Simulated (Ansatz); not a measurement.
The parent structure is CsSnI₃ in the cubic perovskite structure (space group Pm-3m, No. 221; a = 6.1305 Å). Axes: x, y, z lie along the cube axes.

Structures relaxed with PBEsol/PAW in Ansatz (an electronic-structure program), no SOC.

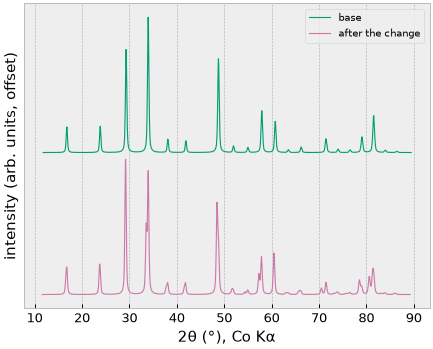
Figure: Simulated powder patterns before (top) and after one change

**Question.** What was done to the base?
A. uniaxial strain ε_zz = +2.40 %
B. uniaxial strain ε_zz = +1.20 %
C. uniaxial strain ε_zz = +3.00 %

**Answer.** B, uniaxial strain ε_zz = +1.20 %. Its volume per atom is 46.63 Å³ against 46.08 Å³, and its space group is P4/mmm (No. 123).

Whether these cells are dynamically stable was not tested. Many cubic perovskites are stable only at high temperature; tilts and polar distortions were not tested.
